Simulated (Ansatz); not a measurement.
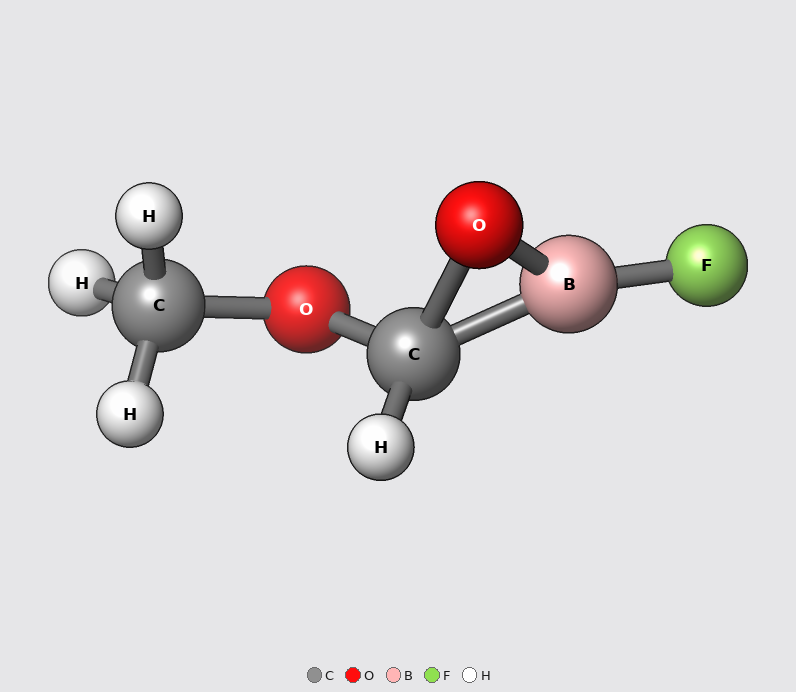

Computed geometry: PBE0-D4/def2-TZVP optimisation. No frequency run is at hand to confirm it as a minimum. Program: Ansatz 0.2.0.

Compare HOMO energy (eV) at these levels: B3LYP-D4/def2-TZVPP; PBE-D4/def2-TZVPP; PBE0-D4/def2-TZVPP; r2SCAN-D4/def2-TZVPP; ωB97M-V/def2-TZVPP; ωB97X-V/def2-TZVPP.

```csv
level,HOMO energy (eV)
B3LYP-D4/def2-TZVPP,−7.93
PBE-D4/def2-TZVPP,−6.70
PBE0-D4/def2-TZVPP,−8.14
r2SCAN-D4/def2-TZVPP,−6.96
ωB97M-V/def2-TZVPP,−10.45
ωB97X-V/def2-TZVPP,−10.53
```
